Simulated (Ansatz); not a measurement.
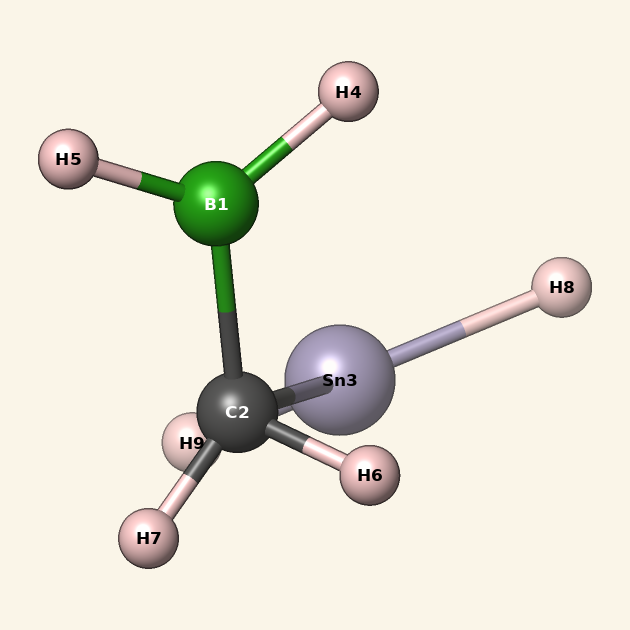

(Drawn from a calculation with Ansatz.)

Sn3 lies behind C2. The molecule seen a little off the C2–Sn3 bond, C2 in front. Distant atoms are faded towards the background colour. The species has charge +1 and is a spin singlet. Geometry: moved along internal coordinates away from the minimum.

What is the torsion angle B1–C2–Sn3–H8? The sign is positive where the front bond must turn clockwise to cover the back bond.

Answer. 66°, synclinal (gauche).
